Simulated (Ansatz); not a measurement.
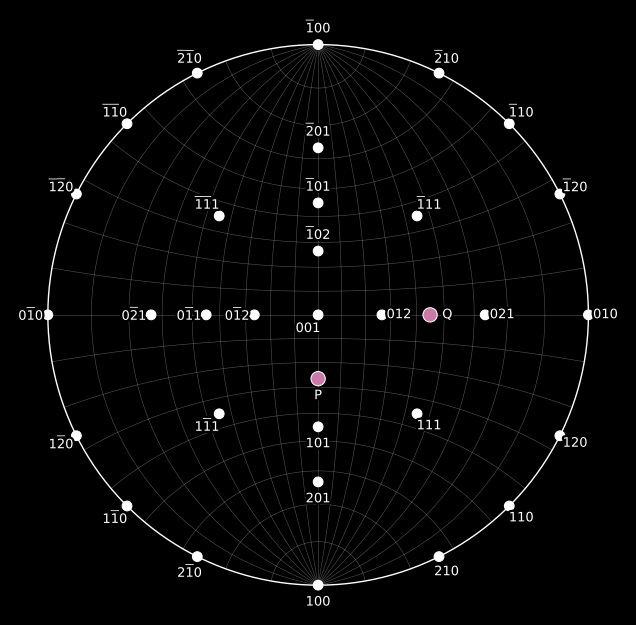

Crystal: Ti3Sb4, coordinates from a relaxation with DFT PBE, scalar-relativistic, plane waves, PAW (Ansatz); the starting structure was generated, so it need not be a known form of this composition. Stereographic projection of plane normals (upper hemisphere) centred on (0 0 1). Geometry calculated from the standardised cell; symmetry tolerance 0.002 Å.

a = 6.800 Å, b = 6.800 Å, c = 6.800 Å, α = 90.00°, β = 90.00°, γ = 90.00°.

**Index the poles marked P, Q.**

P is (1 0 2), 26.6° from the centre; Q is (0 1 1), 45.0° from the centre.

**What is the angle between the normals of (−2 1 0) and (0 −1 0), and what are their d_hkl = 1/|g|?**

116.6°; d = 3.041 Å and 6.800 Å.
